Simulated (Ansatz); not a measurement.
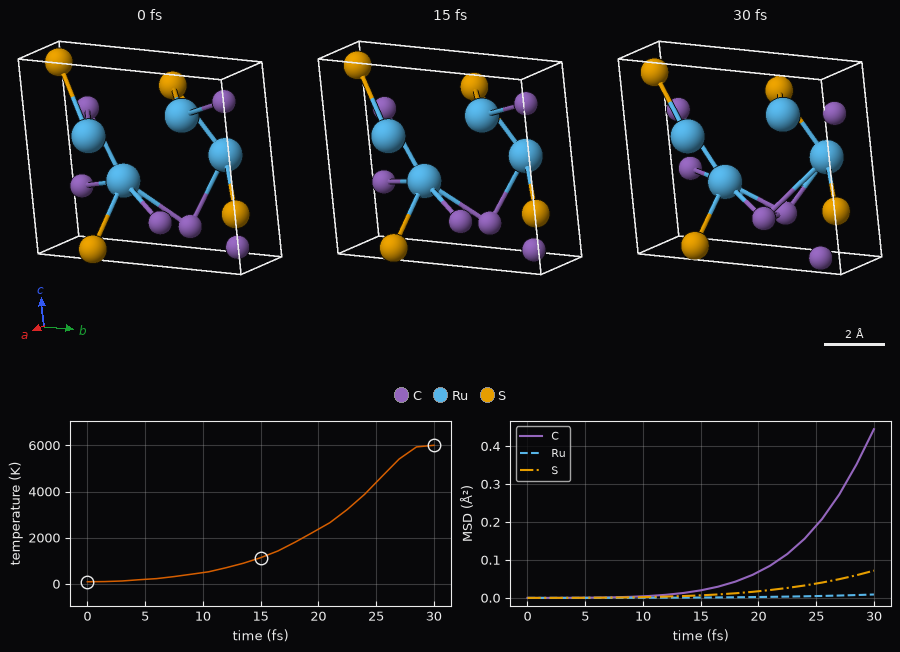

Molecular dynamics of an amorphous cell of composition Ru2C3S2 (14 atoms in the cell), 30 fs long. Frames and the history of the run. Style: ball-and-stick. Shown: the simulation cell, slightly off an axis. Bonds to atoms that aren't drawn are left out.

The calculation used DFT, PAW plane waves, PBE in Ansatz. Set-up: plane-wave cutoff 420 eV; k-point mesh 3 × 2 × 2; Fermi-Dirac smearing 0.05 eV; Langevin thermostat (NVT); set temperature 100 K; time step 1.5 fs.

Input
```yaml
crystal:
  lattice:
    - [5.223615, 0.055986, -1.033646]
    - [0.169483, 7.097335, -0.703723]
    - [3.8807, 0.232732, 6.203322]
  atoms:
    - { symbol: C, position: [0.825907, 0.586727, 0.205964] }
    - { symbol: C, position: [0.152319, 0.073272, 0.279405] }
    - { symbol: C, position: [0.912165, 0.984312, 0.877921] }
    - { symbol: C, position: [0.43052, 0.650671, 0.157182] }
    - { symbol: Ru, position: [0.628889, 0.706707, 0.750408] }
    - { symbol: Ru, position: [0.815167, 0.271313, 0.616176] }
    - { symbol: Ru, position: [0.22913, 0.819829, 0.524262] }
    - { symbol: Ru, position: [0.441306, 0.343306, 0.361279] }
    - { symbol: S, position: [0.967477, 0.267791, 0.048295] }
    - { symbol: S, position: [0.095323, 0.564775, 0.842349] }
    - { symbol: S, position: [0.445865, 0.083574, 0.942245] }
    - { symbol: S, position: [0.740766, 0.948829, 0.279726] }
    - { symbol: C, position: [0.25621, 0.162705, 0.698487] }
    - { symbol: C, position: [0.16367, 0.819779, 0.044569] }
kpoints:
  mp_grid: { grid: [3, 2, 2] }
magnetization:
  spin_polarized: false
scf:
  occupations: { method: fermi_dirac, width: 0.05 }
hamiltonian:
  pseudopotentials: { kind: paw }
  xc: pbe
basis:
  ecutwfc: 420
md:
  timestep: 1.5
  n_steps: 20
  ensemble: nvt_langevin
  temperature: 100.0
  initial_velocities: maxwell_boltzmann
  seed: 831352
```

Launched with:
```bash
ansatz run input.yaml --threads 2 --pin off --max-ram 2560MiB --backend cpu --events-out ev --progress --plain --runs-dir out
```

### Describe the run.

Root-mean-square distances from the starting positions over the second half, with the common drift of all atoms taken out: C 0.40 Å, S 0.18 Å, Ru 0.06 Å. The integration has become unstable, so these distances have no physical meaning. The temperature peaks at 6001 K, at 30 fs, and is 6001 K at the end.

Limits of the set-up: the periodic images lie only 5.3 Å apart, so the values are limited by the cell's size.

Cost: 94 s on 2 threads of Arm Neoverse V2, with other jobs on the host, peak memory 0.62 GiB.
